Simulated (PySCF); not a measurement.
NMR shielding calculation of C₂H₁₄ClPSi₄

C₂H₁₄ClPSi₄, computed with GIAO PBE0/pcSseg-1 NMR shielding, non-relativistic, gas phase (PySCF 2.14.0).

The geometry comes from this level: GFN2-xTB. It belongs to a series of runs on one base structure; here: F replaced by Cl. Figures and captions count atoms from 1; the log counts them from 0 in places.

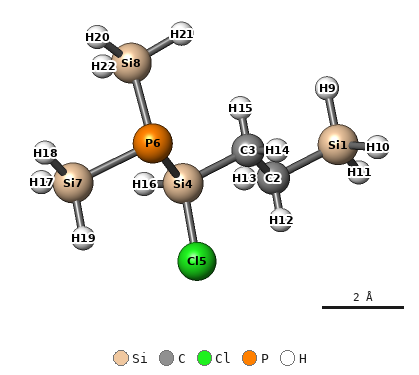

**Figure 1.** The input geometry (ball-and-stick view, seen at a tilt; atoms are numbered from 1 in the order of the input). Bond lengths as drawn: Cl–Si 2.02 Å, C–C 1.53 Å, C–H 1.09 Å, C–Si 1.90 Å, H–Si 1.46 to 1.47 Å and P–Si 2.22 to 2.23 Å.

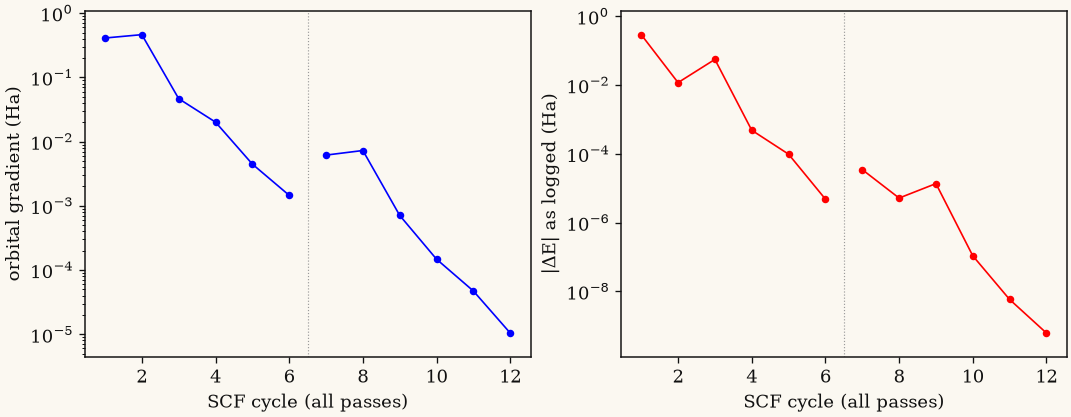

**Figure 2.** Convergence of the self-consistent field: orbital gradient and size of the energy change against the SCF cycle. The dotted line marks the change from a coarse to the final integration grid. The first 6 cycles use a coarse grid, the final grid takes over at cycle 7, and the field converges after 12 cycles in all.

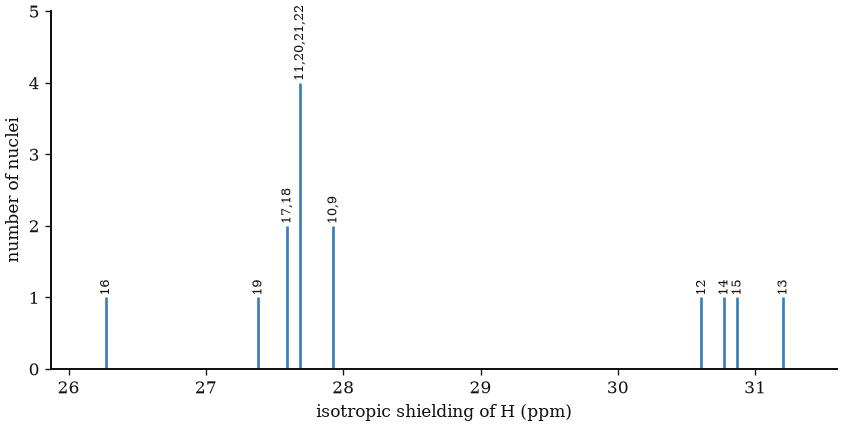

**Figure 3.** Isotropic shieldings of the hydrogen nuclei in this fixed geometry, labelled by atom number; shielding grows to the right, so chemical shift grows to the left. The least shielded is H16 (26.3 ppm), the most shielded H13 (31.2 ppm).

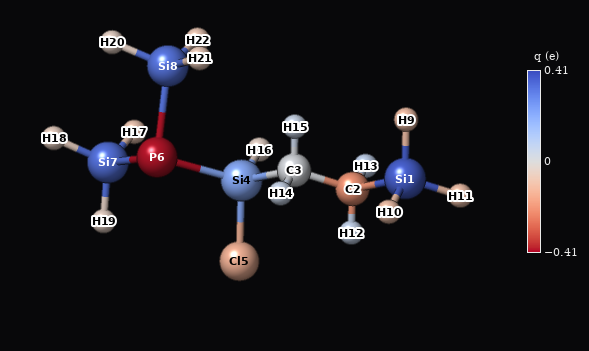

**Figure 4.** ESP-fitted charges, as the colour of each atom (ball-and-stick view, seen at a tilt; atoms are numbered from 1 in the order of the input). By element: Si +0.21 to +0.36, C −0.21 to +0.01, Cl −0.14, P −0.39 and H −0.11 to +0.07 e.

These pictures come from the run below.

### The input
```
{"job": {"kind": "nmr", "xc": "PBE0", "basis": "pcSseg-1"}, "charge": 0, "multiplicity": 1}
Si     3.895858     1.110605     0.406557
C      2.538501    -0.178731     0.071117
C      1.143460     0.336809     0.417708
Si    -0.213921    -0.952065     0.074054
Cl     0.152588    -2.626779     1.134861
P     -2.186684    -0.152657     0.732032
Si    -3.569643    -1.725843    -0.024747
Si    -2.461355     1.496871    -0.735387
H      3.610845     2.314657    -0.378672
H      3.903658     1.448102     1.830451
H      5.194455     0.561908     0.014700
H      2.735444    -1.084027     0.647291
H      2.559688    -0.476859    -0.978633
H      1.112067     0.625956     1.470916
H      0.934032     1.242671    -0.154473
H     -0.182048    -1.355251    -1.340082
H     -3.324752    -2.049263    -1.434013
H     -4.918309    -1.187623     0.134693
H     -3.359103    -2.910670     0.800598
H     -3.867909     1.885065    -0.674752
H     -1.593195     2.593229    -0.311494
H     -2.114083     1.103280    -2.104359
```

The first line tells a small driver script what to run in PySCF; the rest is the geometry in Å.

Run as:
```bash
OMP_NUM_THREADS=1 python <driver script> task.json out
```

### Output
```
coarse grid: 20600 points
cycle   1  E = -2043.1792603729  dE =  2.936e-01  |g| = 4.108e-01  |ddm| = 4.217e+00
cycle   2  E = -2043.1674351731  dE =  1.183e-02  |g| = 4.635e-01  |ddm| = 9.374e-01
cycle   3  E = -2043.2233974595  dE = -5.596e-02  |g| = 4.665e-02  |ddm| = 5.349e-01
cycle   4  E = -2043.2238842921  dE = -4.868e-04  |g| = 2.011e-02  |ddm| = 7.489e-02
cycle   5  E = -2043.2239821140  dE = -9.782e-05  |g| = 4.462e-03  |ddm| = 3.025e-02
cycle   6  E = -2043.2239869388  dE = -4.825e-06  |g| = 1.456e-03  |ddm| = 8.916e-03
final grid: 169000 points
cycle   7  E = -2043.2669597933  dE = -3.486e-05  |g| = 6.166e-03  |ddm| = 2.694e-02
cycle   8  E = -2043.2669546067  dE =  5.187e-06  |g| = 7.267e-03  |ddm| = 1.249e-02
cycle   9  E = -2043.2669682649  dE = -1.366e-05  |g| = 7.076e-04  |ddm| = 7.447e-03
cycle  10  E = -2043.2669683734  dE = -1.085e-07  |g| = 1.473e-04  |ddm| = 9.553e-04
cycle  11  E = -2043.2669683793  dE = -5.826e-09  |g| = 4.708e-05  |ddm| = 2.727e-04
cycle  12  E = -2043.2669683799  dE = -6.148e-10  |g| = 1.042e-05  |ddm| = 8.028e-05
converged SCF energy = -2043.2669683799

GIAO shielding tensors (ppm)
atom      isotropic    diamagn.    paramagn.     s11        s22        s33       span
  0 Si     415.457     878.425    -462.968    384.667    392.700    469.003     84.336
  1 C      183.103     250.385     -67.282    172.687    182.687    193.936     21.249
  2 C      166.995     258.583     -91.588    158.010    161.432    181.542     23.533
  3 Si     328.828     881.361    -552.533    285.897    339.313    361.274     75.377
  4 Cl     973.735    1150.993    -177.258    931.331    963.145   1026.730     95.398
  5 P      655.874     972.614    -316.740    593.354    647.963    726.305    132.951
  6 Si     429.215     880.332    -451.116    396.687    426.387    464.571     67.884
  7 Si     433.692     881.713    -448.021    404.999    428.001    468.077     63.078
  8 H       27.943      28.231      -0.288     24.324     26.669     32.834      8.510
  9 H       27.907      28.122      -0.215     24.390     26.391     32.941      8.551
 10 H       27.652      27.223       0.430     23.843     25.184     33.930     10.086
 11 H       30.609      30.980      -0.371     23.826     32.236     35.766     11.940
 12 H       31.203      31.641      -0.438     25.447     30.802     37.359     11.912
 13 H       30.773      35.573      -4.800     25.580     32.012     34.727      9.147
 14 H       30.869      36.882      -6.013     24.082     32.756     35.768     11.686
 15 H       26.269      31.767      -5.498     23.454     25.031     30.322      6.868
 16 H       27.582      28.899      -1.317     23.817     25.744     33.184      9.366
 17 H       27.598      29.166      -1.568     23.498     24.982     34.314     10.816
 18 H       27.379      29.288      -1.909     22.804     26.264     33.070     10.265
 19 H       27.684      30.289      -2.605     23.560     25.202     34.290     10.731
 20 H       27.693      31.184      -3.492     23.320     26.291     33.466     10.146
 21 H       27.700      30.611      -2.911     24.148     25.817     33.135      8.987
```

### Results in brief

| quantity | value |
| --- | --- |
| outcome | converged |
| total energy | −2043.266968 hartree |
| HOMO | −7.23 eV |
| LUMO | −0.31 eV |
| dipole moment | 1.73 D |
| isotropic shielding, Si | 328.8 to 433.7 ppm |
| isotropic shielding, C | 167.0 to 183.1 ppm |
| isotropic shielding, Cl | 973.7 ppm |
| isotropic shielding, P | 655.9 ppm |
| isotropic shielding, H | 26.3 to 31.2 ppm |
| hardware | 1 CPU thread, shared host |
| wall time | 1.9 min |
| peak memory | 1.1 GiB |
